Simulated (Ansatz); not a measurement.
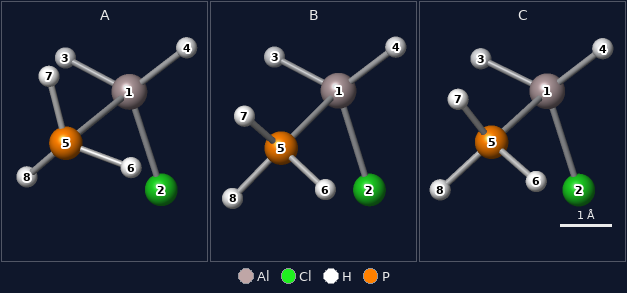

3 geometries from a converged minimum-energy path of AlPH5Cl, made up at the start of AlH2Cl and PH$_{3}$, shuffled. The picture is a ball-and-stick view, seen from a free direction.

Level of theory: Ansatz 0.2.0, RKS revPBE-D4/def2-SVP. Settings: 7 movable images; climbing image; force threshold 0.05 eV/Å; iteration limit 60; starting path through a guess of the saddle point.

Which of them lies highest in energy?

Answer. A. In order along the path, whose images run from 0 to 8: A (image 2, +18.9 kcal/mol), C (image 6, −9.8 kcal/mol), B (image 8, −11.7 kcal/mol). Forming: Al1–P5 (3.26 → 2.71 at the top → 2.55 Å).

Limits of the set-up: the start holds two separate molecules, 2.5 Å apart at their closest, whose relative position is a soft coordinate.
